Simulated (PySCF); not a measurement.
Ge(I)(Me)3, C₃H₉GeI, SMILES [I][Ge]([CH3])([CH3])[CH3], singlet at its B3LYP/def2-SVP optimised geometry (Å):

```
14

C     -1.5291    -1.5404     1.6284
Ge    -0.7976    -0.7173     0.0000
C     -1.5279    -1.5429    -1.6278
C      1.1681    -0.7173     0.0000
I     -1.5525     1.7568     0.0000
H     -1.2281    -2.6002     1.6713
H     -1.1483    -1.0266     2.5230
H     -2.6273    -1.4828     1.6283
H     -2.6259    -1.4823    -1.6305
H     -1.1435    -1.0332    -2.5232
H     -1.2298    -2.6036    -1.6664
H      1.5525    -0.2064     0.8948
H      1.5354    -1.7568    -0.0020
H      1.5523    -0.2031    -0.8930
```

Calculation: B3LYP/def2-TZVP, def2 effective core potentials past Kr in PySCF 2.14.0. The core electrons that the potentials of I replace are not part of the density. Cells within 0.4 Å of a nucleus heavier than hydrogen are left out (blank, or x).

Map of the log10 of the electron density (e/bohr³), floored at −4 on the plane z = 0.0 Å:

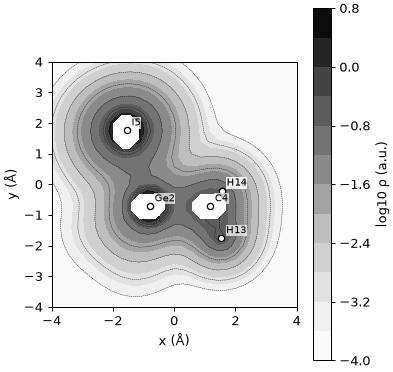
Log10 of the electron density (e/bohr³), floored at −4 on the plane z = 0.0 Å.
